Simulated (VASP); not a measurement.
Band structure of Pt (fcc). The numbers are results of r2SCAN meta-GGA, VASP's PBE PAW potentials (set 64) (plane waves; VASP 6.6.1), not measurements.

Unless said otherwise, spin-orbit coupling is left out, though it shifts the bands of the heavy elements here.

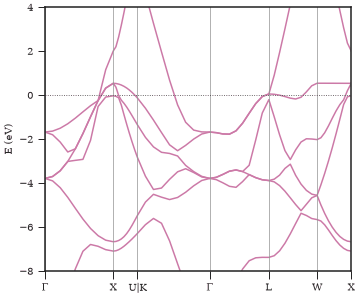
Figure: Bands along high-symmetry lines, zero at the valence-band maximum or, without a gap, the Fermi level

**Question.** Read the plot: is there a gap, and where are the band edges?

**Answer.** It has no gap at this level: it comes out as a metal or semimetal.

The compound is Pt in the fcc structure. It was relaxed first.
